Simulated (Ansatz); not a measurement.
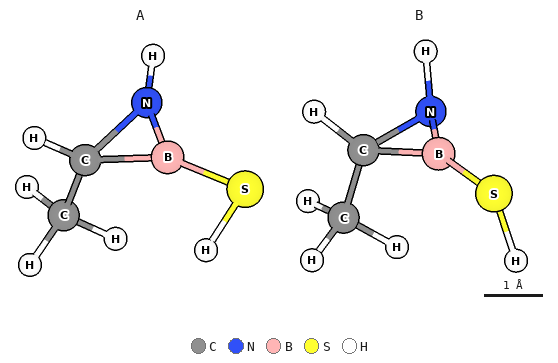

Two geometries of C2H6BNS (coarse preliminary run), drawn at one scale. One is the start of a relaxation, the other its converged end. Style: ball-and-stick. Shown from a free direction.

Computed with Ansatz 0.2.0, RKS PBE-D4/def2-SVP. Settings: force threshold 0.03 eV/Å; at most 200 steps.

Which one is relaxed?

Structure A is the relaxed one. The start comes from a force field. After 17 accepted moves (20 points after the start) the energy has fallen by 38.9 kcal/mol. The largest force component goes from 3.8 to 0.0063 eV/Å. The line search rejected the trial steps at points 12, 15, 19 of the run. The forces were under the threshold at step 18, but the run went on from there. The atom that moves furthest after the best rigid fit is an H atom (0.94 Å). Largest moves by element: H 0.94 Å, S 0.71 Å, N 0.43 Å, C 0.24 Å, B 0.15 Å. Near-neighbour distances that change, for instance: B–N 1.529 → 1.366 Å, B–S 1.911 → 1.793 Å, H–N 1.087 → 1.019 Å, C–N 1.422 → 1.477 Å. Bond angles that change, for instance: B–N–H 102.7° → 157.5°, C–N–H 106.9° → 135.1°, N–B–S 154.7° → 143.5°. Groups turn about B–S by about 95°.
